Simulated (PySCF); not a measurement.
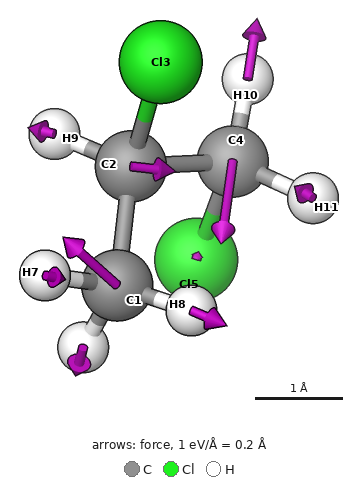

Starting geometry of C₃H₆Cl₂ with the computed forces as purple arrows. A ball-and-stick model, seen from a free direction.

The start comes from MMFF94s. Its atoms were then displaced at random by about 0.03 Å.

The calculation used PBE0-D3(BJ)/def2-SVP geometry optimisation, gas phase in PySCF. 

What follows when this structure is relaxed?

It isn't relaxed: the largest force vector, on a C atom, is 6.37 eV/Å. The final displacements follow the starting forces only in part (cosine between the two patterns 0.56). After 7 geometry steps the energy has fallen by 16.5 kcal/mol. The largest move after the best rigid fit is that of a Cl atom, 0.13 Å. Largest moves by element: Cl 0.13 Å, H 0.10 Å, C 0.10 Å. Near-neighbour distances that change, for instance: C–C 1.616 → 1.517 Å, C–H 1.010 → 1.097 Å, C–H 1.036 → 1.100 Å, C–H 1.162 → 1.098 Å. Bond angles that change, for instance: C–C–H 103.5° → 110.8°, Cl–C–H 114.3° → 107.5°, H–C–H 115.4° → 108.7°.
